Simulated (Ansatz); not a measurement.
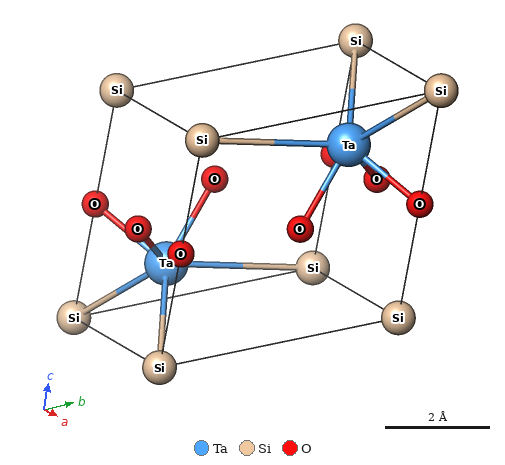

The structure above is drawn in ball-and-stick style and viewed slightly off an axis. The frame is the cell (the run's own, in a reduced setting); atoms at its boundary are shown with their periodic copies.

```xyz
6
Lattice="-2.4313 4.2111 0.0000 -4.8626 0.0000 0.0000 -2.4313 1.4037 4.8000" Properties=species:S:1:pos:R:3 pbc="T T T"
Ta   -2.4313    1.4037    1.1448
Ta   -7.2939    4.2111    3.6553
Si   -7.2939    4.2111    0.0000
O    -3.6470    4.9130    2.4000
O    -6.0783    4.9130    2.4000
O    -7.2939    2.8074    2.4000
```

Theory: DFT PBE, scalar-relativistic, plane waves, PAW in Ansatz 0.2.0. Numerical settings: plane waves to 420 eV, k-points about 0.13 Å⁻¹ apart, Gaussian smearing of 0.1 eV, no spin polarisation.

Question: List the Bader charges.

Answer: Ta +1.98 e; Si -0.70 e; O -1.09 e.

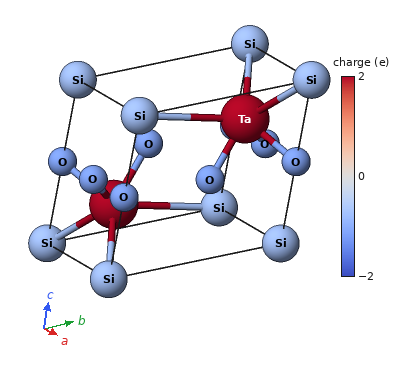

The atoms coloured by those charges.

Origin of the cell: a structure type filled with these elements by a generator (whether the compound takes this form wasn't checked). Earlier steps of the study may have refined or changed the cell and positions. A calculation with Ansatz used it as input.
